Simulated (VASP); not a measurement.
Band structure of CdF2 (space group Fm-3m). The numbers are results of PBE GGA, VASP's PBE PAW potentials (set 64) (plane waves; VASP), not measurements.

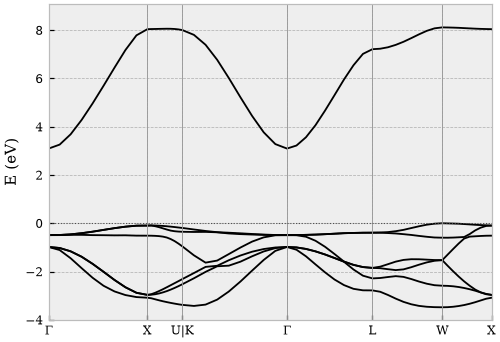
Bands along high-symmetry lines, zero at the valence-band maximum or, without a gap, the Fermi level

Task: Read the plot: is there a gap, and where are the band edges?

Result: The gap is indirect, 3.10 eV, from the valence maximum at W to the conduction minimum at Γ.

The structure comes from a computed database's CdF2 entry; how it stands against other phases isn't given here. The cell was not relaxed at this level.
